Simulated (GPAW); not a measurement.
# Te K-edge XANES of zinc-blende (ZnTe)₁₋ₓ(CdTe)ₓ at x = 0.25

Aim: the Te K edge in zinc-blende (ZnTe)₁₋ₓ(CdTe)ₓ at x = 0.25, one member of a composition series.

Method: X-ray absorption from dipole matrix elements to empty bands, plane-wave PAW PBE, in GPAW 26.7.0.

## Step 1: The structure

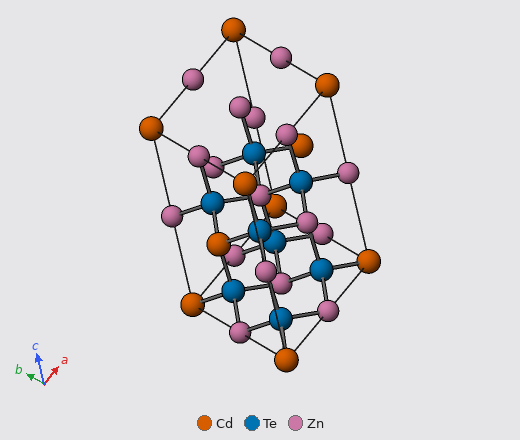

Start, viewed slightly off an axis; cadmium orange, tellurium blue, zinc pink. Bonds to atoms that aren't drawn are left out. Some periodic images of atoms are drawn too.

The cell holds 16 atoms: 2 Cd, 8 Te and 6 Zn. Cell: a = 8.766 Å, b = 8.766 Å, c = 8.766 Å, α = 60.0°, β = 60.0°, γ = 60.0°. 16-atom zinc-blende cell, 2 of 8 Zn sites taken by Cd at random, lattice constants typed for the ends and interpolated (Vegard).

## Step 2: Relaxation

Bond lengths around the absorber set the edge shape, so the atoms are relaxed before any spectrum.

The input, relax.py:

```python
import numpy as np
from ase import Atoms
from ase.parallel import parprint, paropen
from gpaw import GPAW, PW, FermiDirac, Mixer, MixerDif, setup_paths
from ase.optimize import BFGS

atoms = Atoms('CdTeZnTeZnTeCdTeZnTeZnTeZnTeZnTe',
    cell=[[0, 6.19825, 6.19825],
     [6.19825, 0, 6.19825],
     [6.19825, 6.19825, 0]],
    scaled_positions=[[0.997862, 0.002236, 0.001605],
     [0.127006, 0.12114, 0.125277],
     [0.00035, 0.002382, 0.50226],
     [0.125446, 0.124697, 0.624455],
     [0.001167, 0.499611, 0.999625],
     [0.12594, 0.626477, 0.125785],
     [0.997934, 0.503143, 0.501027],
     [0.124331, 0.625727, 0.626012],
     [0.49872, 0.997341, 0.001245],
     [0.625913, 0.125982, 0.123142],
     [0.499174, 0.001288, 0.501509],
     [0.625072, 0.123017, 0.623209],
     [0.501809, 0.500672, 0.997213],
     [0.624466, 0.624599, 0.125932],
     [0.49979, 0.501479, 0.497778],
     [0.627695, 0.625755, 0.626457]],
    pbc=True)
atoms.calc = GPAW(legacy_gpaw=True, mode=PW(400, force_complex_dtype=True), xc='PBE', setups={},
    kpts={'size': (3, 3, 3), 'gamma': True}, occupations=FermiDirac(0.08),
    charge=0, mixer=Mixer(0.1, 5, 50), maxiter=150,
    convergence={'density': 0.0001, 'eigenstates': 1e-6}, txt='relax.txt')
steps = []
opt = BFGS(atoms, logfile='-')
opt.attach(lambda: steps.append([atoms.get_potential_energy(), float(np.linalg.norm(atoms.get_forces(), axis=1).max())]))
done = opt.run(fmax=0.05, steps=30)
out = dict(done=bool(done), steps=steps, frac=atoms.get_scaled_positions().tolist())
import json
with paropen('out.json', 'w') as f:
    json.dump(out, f)
```

Launch:

```
OMP_NUM_THREADS=1 mpirun -n 4 gpaw python relax.py
```

Numbers of over 12 decimals in the logs are rounded to 6 here.

The program printed:

```text
Input parameters:
  convergence: {density: 0.0001,
                eigenstates: 1e-06}
  kpts: {gamma: True,
         size: (3, 3, 3)}
  maxiter: 150
  mixer: {backend: pulay,
          beta: 0.1,
          method: separate,
          nmaxold: 5,
          weight: 50}
  mode: {ecut: 400.0,
         force_complex_dtype: True,
         name: pw}
  occupations: {fixmagmom: False,
                name: fermi-dirac,
[...]
14 Zn   -0.02079   -0.00701   -0.00030
 15 Te   -0.00882    0.01229   -0.00248
Step     Time          Energy          fmax
BFGS:    0 02:44:29      -40.869317        1.365149
BFGS:    1 02:45:16      -40.994707        1.120754
BFGS:    2 02:46:20      -41.292743        0.212919
BFGS:    3 02:47:07      -41.301004        0.155845
BFGS:    4 02:47:37      -41.303087        0.128290
BFGS:    5 02:48:30      -41.307176        0.065302
BFGS:    6 02:49:11      -41.308479        0.040622
[key lines of the parts left out:]
Converged after 7 iterations.
Dipole moment: (-39.290467, -34.937641, -35.038805) |e|*Ang
Free energy:    -41.308479
Fermi level: 4.52570
```

It took 6.4 min on 4 MPI ranks of Arm Neoverse V2, shared host; peak memory 0.42 GiB.

In 6 steps the energy fell by 439 meV (energies extrapolated to zero smearing) and the largest force to 0.041 eV/Å. Atom 6 (Te; the text counts from 1, the script from 0) is among those that moved most, by 0.14 Å.

## Step 3: The field without a hole

A plain self-consistent run shows whether there is a gap, which decides the set-up of the core-hole run.

The input, scf.py:

```python
import numpy as np
from ase import Atoms
from ase.parallel import parprint, paropen
from gpaw import GPAW, PW, FermiDirac, Mixer, MixerDif, setup_paths
from gpaw.test import gen
setup_paths.insert(0, '.')
gen('Te', name='nch1s', xcname='PBE', corehole=(1, 0, 0), write_xml=True)
from gpaw.mpi import world
world.barrier()

atoms = Atoms('CdTeZnTeZnTeCdTeZnTeZnTeZnTeZnTe',
    cell=[[0, 6.19825, 6.19825],
     [6.19825, 0, 6.19825],
     [6.19825, 6.19825, 0]],
    scaled_positions=[[0.9975608, 0.0022178, 0.0017834],
     [0.1297726, 0.1293843, 0.131034],
     [0.9986985, 0.000829, 0.5009481],
     [0.1352853, 0.1160652, 0.6151098],
     [0.0002596, 0.4989028, 0.0008381],
     [0.135824, 0.6153665, 0.1146671],
     [0.9990357, 0.502785, 0.5013684],
     [0.1298244, 0.6309327, 0.6308065],
     [0.500932, 0.9981168, 0.9991853],
     [0.6093507, 0.1302697, 0.1296758],
     [0.5013492, 0.000777, 0.4992256],
     [0.6252082, 0.1252576, 0.6247707],
     [0.502036, 0.5001381, 0.9992581],
     [0.6264558, 0.6237005, 0.1248185],
     [0.5006324, 0.499822, 0.4995941],
     [0.6105604, 0.6309002, 0.6292453]],
    pbc=True)
atoms.calc = calc = GPAW(legacy_gpaw=True, mode=PW(400, force_complex_dtype=True), xc='PBE', setups={1: 'nch1s'},
    kpts={'size': (2, 2, 2), 'gamma': True}, occupations=FermiDirac(0.05),
    charge=0, mixer=Mixer(0.1, 5, 50), maxiter=150,
    convergence={'density': 0.0001, 'eigenstates': 1e-6}, txt='scf.txt')
energy = atoms.get_potential_energy() + calc.get_reference_energy()
ef = calc.get_fermi_level()
out = dict(energy=energy, fermi=ef, forces=atoms.get_forces().tolist())
parprint(f'all-electron energy {energy:.4f} eV, Fermi level {ef:.4f} eV')
ev = np.array([[calc.get_eigenvalues(k, s) for k in range(len(calc.get_ibz_k_points()))] for s in range(calc.get_number_of_spins())])
out['homo'], out['lumo'], out['counts'] = ev[ev < ef].max(), ev[ev > ef].min(), sorted(set((ev < ef).sum((0, 2)).tolist()))
out['filled'] = (ev[:, 0] < ef).sum(1).tolist()
import json
with paropen('out.json', 'w') as f:
    json.dump(out, f)
```

Launch:

```
OMP_NUM_THREADS=1 mpirun -n 4 gpaw python scf.py
```

The program printed:

```text
Input parameters:
  convergence: {density: 0.0001,
                eigenstates: 1e-06}
  kpts: {gamma: True,
         size: (2, 2, 2)}
  maxiter: 150
  mixer: {backend: pulay,
          beta: 0.1,
          method: separate,
          nmaxold: 5,
          weight: 50}
  mode: {ecut: 400.0,
         force_complex_dtype: True,
         name: pw}
  occupations: {fixmagmom: False,
                name: fermi-dirac,
                width: 0.05}
  setups: {1: nch1s}
  xc: PBE

Initialize ...

[... PAW data sets ...]

Reference energy: -2075839.665545  # eV

Spin-paired calculation

[... convergence settings ...]
Symmetries present (total): 1
  [... symmetry matrices ...]

8 k-points: 2 x 2 x 2 Monkhorst-Pack grid + [1/4,1/4,1/4]
8 k-points in the irreducible part of the Brillouin zone
       k-points in crystal coordinates                weights
   0:     0.00000000    0.00000000    0.00000000          1/8
   1:     0.00000000    0.00000000    0.50000000          1/8
   2:     0.00000000    0.50000000    0.00000000          1/8
   3:     0.00000000    0.50000000    0.50000000          1/8
   4:     0.50000000    0.00000000    0.00000000          1/8
   5:     0.50000000    0.00000000    0.50000000          1/8
   6:     0.50000000    0.50000000    0.00000000          1/8
   7:     0.50000000    0.50000000    0.50000000          1/8

Wave functions: Plane wave expansion
  Cutoff energy: 400.000 eV
  Number of coefficients (min, max): 8616, 8657
  Pulay-stress correction: 0.000000 eV/Ang^3 (de/decut=0.000000)
  Using FFTW library
  Wavefunction extrapolation:
    Improved wavefunction reuse through dual PAW basis

Occupation numbers: Fermi-Dirac:
  width: 0.0500  # eV

Eigensolver
   Davidson(niter=2)

Densities:
  Coarse grid: 42*42*42 grid
  Fine grid: 84*84*84 grid
  Total Charge: 0.000000

Density mixing:
  Method: separate
  Backend: pulay
  Linear mixing parameter: 0.1
  old densities: 5
  Width of damping distribution: 1.1
  Damping of long wavelength oscillations: 50

[... Hamiltonian set-up ...]
Number of atoms: 16
Number of atomic orbitals: 104
Number of bands in calculation: 91
Number of valence electrons: 144
Bands to converge: occupied

... initialized

Initializing position-dependent things.

Density initialized from atomic densities
Creating initial wave functions:
  91 bands from LCAO basis set

                            Cd             Zn

                               Te
                    Zn             Zn
                     Te
           Cd             Zn
                       Te

              Te             Te
                  Zn
                   Te

                     Te
            Te Zn

Atomic positions and initial magnetic moments

Positions:
   0 Cd     0.024800    6.194185    6.196878    ( 0.0000,  0.0000,  0.0000)
   1 Te     1.614138    1.616545    1.606319    ( 0.0000,  0.0000,  0.0000)
   2 Zn     3.110140    9.295185    6.195321    ( 0.0000,  0.0000,  0.0000)
   3 Te     4.532005    4.651136    1.557933    ( 0.0000,  0.0000,  0.0000)
   4 Zn     3.097519    0.006804    3.093933    ( 0.0000,  0.0000,  0.0000)
   5 Te     4.524931    1.552606    4.656067    ( 0.0000,  0.0000,  0.0000)
   6 Cd     6.223994    9.299880    9.308660    ( 0.0000,  0.0000,  0.0000)
[...]
13 Te     4.639508    4.656586    7.748781    ( 0.0000,  0.0000,  0.0000)
  14 Zn     6.194631    6.199654    6.201066    ( 0.0000,  0.0000,  0.0000)
  15 Te     7.810697    7.684626    7.694883    ( 0.0000,  0.0000,  0.0000)

Unit cell:
           periodic     x           y           z      points  spacing
  1. axis:    yes    0.000000    6.198250    6.198250    42     0.1704
  2. axis:    yes    6.198250    0.000000    6.198250    42     0.1704
  3. axis:    yes    6.198250    6.198250    0.000000    42     0.1704

  Lengths:   8.765649   8.765649   8.765649
  Angles:   60.000000  60.000000  60.000000

Effective grid spacing dv^(1/3) = 0.1859

iter:   1   -40.891510
iter:   2   -41.377754   -0.53  -1.28
iter:   3   -40.712157   -1.39  -1.33
iter:   4   -40.790175   -1.80  -1.52
iter:   5   -40.865534   -1.84  -1.66
iter:   6   -40.760768   -3.15  -2.27
iter:   7   -40.728415   -2.55  -2.46
iter:   8   -40.727577c  -4.01  -3.07
iter:   9   -40.727077c  -4.73  -3.10
iter:  10   -40.727138c  -4.53  -3.17
iter:  11   -40.726883c  -5.27  -3.21
iter:  12   -40.726954c  -5.66  -3.26
iter:  13   -40.726894c  -5.70  -3.30
iter:  14   -40.726958c  -5.23  -3.47
iter:  15   -40.726900c  -5.93  -3.99
iter:  16   -40.726899c  -6.09c -4.07c

Converged after 16 iterations.

Dipole moment: (-39.145152, -34.787828, -34.888946) |e|*Ang

Energy contributions relative to reference atoms: (reference = -2075839.665545)

Kinetic:       +125.700427
Potential:     -110.281500
External:        +0.000000
XC:             -57.760255
Entropy (-ST):   -0.000023
Local:           +1.614440
SIC:             +0.000000
--------------------------
Free energy:    -40.726910
Extrapolated:   -40.726899

Showing only first 2 kpts
 Kpt  Band  Eigenvalues  Occupancy
  0    70      3.97626    1.99996
  0    71      4.02131    1.99990
  0    72      4.98815    0.00017
  0    73      5.65630    0.00000

  1    70      3.51900    2.00000
  1    71      3.52229    2.00000
  1    72      5.99675    0.00000
  1    73      5.99910    0.00000

Fermi level: 4.51886

Gap: 0.967 eV
Transition (v -> c):
  (s=0, k=0, n=71, [0.00, 0.00, 0.00]) -> (s=0, k=0, n=72, [0.00, 0.00, 0.00])
No difference between direct/indirect transitions

Forces in eV/Ang:
  0 Cd    0.00786    0.00806    0.00093
  1 Te   -0.02273    0.00954    0.01148
  2 Zn   -0.00634   -0.02058   -0.01999
  3 Te    0.01179   -0.00405   -0.00559
  4 Zn   -0.00221   -0.03353   -0.01924
  5 Te    0.01871    0.00388    0.00374
  6 Cd    0.00752   -0.00234    0.00184
[...]
13 Te    0.02178   -0.00626   -0.00087
 14 Zn   -0.01920   -0.00677   -0.00023
 15 Te   -0.00022    0.00459   -0.00902
Scalar-relativistic atomic PBE calculation for Te (Tellurium, Z=52)
Core hole in 1s state (1s occupation: 2.0)
750 radial gridpoints.
|------------------------------------------------|
|------------------------------------------------|
[... the atom generator's iteration count ...]

Energy contributions:
-------------------------
Kinetic:    +7108.250787
XC:          -175.472212
Potential: -13723.711045
-------------------------
Total:      -6790.932470

state      eigenvalue         ekin         rmax
-----------------------------------------------
1s^2.0 : -1160.814298  1480.750456        0.018
2s^2.0 :  -178.080016   309.379001        0.101
2p^6.0 :  -160.017845   291.944121        0.081
3s^2.0 :   -35.440441    89.454795        0.293
3p^6.0 :   -29.546334    82.849566        0.286
3d^10.0:   -20.582915    75.521181        0.238
4s^2.0 :    -6.034797    24.833656        0.701
4p^6.0 :    -4.205216    21.277200        0.738
4d^10.0:    -1.530975    15.102676        0.811
5s^2.0 :    -0.554494     3.827682        1.795
5p^4.0 :    -0.218855     2.273928        2.171
-----------------------------------------------
(units: Bohr and Hartree)

Generating PAW setup
Kinetic energy of the core from tauc = 7310.467156876666
Cutoffs:
rc(s)=2.230
rc(p)=2.260
rc(d)=2.340
rc(vbar)=2.160
rc(comp)=2.160
rc(nct)=2.340

Kinetic energy of the core states: 7091.499712
Charge: 0.0
Core electrons: 46.0
Valence electrons: 6.0
Pseudo-core charge: 1.877763
Shape function alpha=2.143
Pseudo-electron charge 8.550409
state    eigenvalue         norm
--------------------------------
5s(2) :    -0.554494     1.250797
*s    :     0.445506
5p(4) :    -0.218855     1.042763
*p    :     0.781145
*d    :     0.000000
--------------------------------

Diagonalizing with gridspacing h=0.050

state   all-electron     PAW
-------------------------------
5s:      -0.554494    -0.557554
5p:      -0.218855    -0.220050
*d:                    0.032254
*f:                    0.070321
-------------------------------
all-electron energy -2075880.3924 eV, Fermi level 4.5189 eV
```

Run time: 54 s. Hardware: 4 MPI ranks; peak memory 0.39 GiB; 3.6 min of CPU time.

The mesh shows a gap of 0.97 eV. The excited electron is kept all the same, so that all members of the series, with or without a gap, are treated alike.

## Step 4: Reference energy of the cell

The photon energy needs a difference of total energies, so the cell and mesh of the coming hole run are first run without a hole.

scf.py: that of step 3 with these lines changed.

```diff
@@ -32,3 +32,3 @@
 atoms.calc = calc = GPAW(legacy_gpaw=True, mode=PW(400, force_complex_dtype=True), xc='PBE', setups={1: 'nch1s'},
-    kpts={'size': (2, 2, 2), 'gamma': True}, occupations=FermiDirac(0.05),
+    kpts={'size': (3, 3, 3), 'gamma': True}, occupations=FermiDirac(0.02),
     charge=0, mixer=Mixer(0.1, 5, 50), maxiter=150,
```

The program printed:

```text
Input parameters:
  convergence: {density: 0.0001,
                eigenstates: 1e-06}
  kpts: {gamma: True,
         size: (3, 3, 3)}
  maxiter: 150
  mixer: {backend: pulay,
          beta: 0.1,
          method: separate,
          nmaxold: 5,
          weight: 50}
  mode: {ecut: 400.0,
         force_complex_dtype: True,
         name: pw}
  occupations: {fixmagmom: False,
                name: fermi-dirac,
[...]
5s(2) :    -0.554494     1.250797
*s    :     0.445506
5p(4) :    -0.218855     1.042763
*p    :     0.781145
*d    :     0.000000
--------------------------------

Diagonalizing with gridspacing h=0.050

state   all-electron     PAW
-------------------------------
5s:      -0.554494    -0.557554
5p:      -0.218855    -0.220050
*d:                    0.032254
*f:                    0.070321
-------------------------------
all-electron energy -2075880.9725 eV, Fermi level 4.4238 eV
[key lines of the parts left out:]
Converged after 14 iterations.
Dipole moment: (-39.292017, -34.940670, -35.042067) |e|*Ang
Free energy:    -41.306959
Fermi level: 4.42383
```

The job ended after 88 s (4 MPI ranks; peak memory 0.42 GiB).

Reference energy: -2075880.972 eV with the cores included.

(Continued in part 2 of 3.)

[Banner, clock and machine lines of the logs are left out without a mark of their own.]

[Logs are printed without paths, hosts, clocks, repeated set-up lines and the standing remarks that a program may print on its own settings, such as how far it seeks lower states.]

[Hosts, paths, dates, database ids (printed as entryN), source tags and the programs' standing remarks are cut or masked in the printed files.]

[Lists of maxima count a maximum above −3 eV only where it reaches 4 % of the highest in the window and stands out from its surroundings by 2 % of it (1.5 % where it reaches 55 %); shoulders and weaker maxima are passed over, and of the rest the first, up to two pre-edge ones and the few strongest are named.]
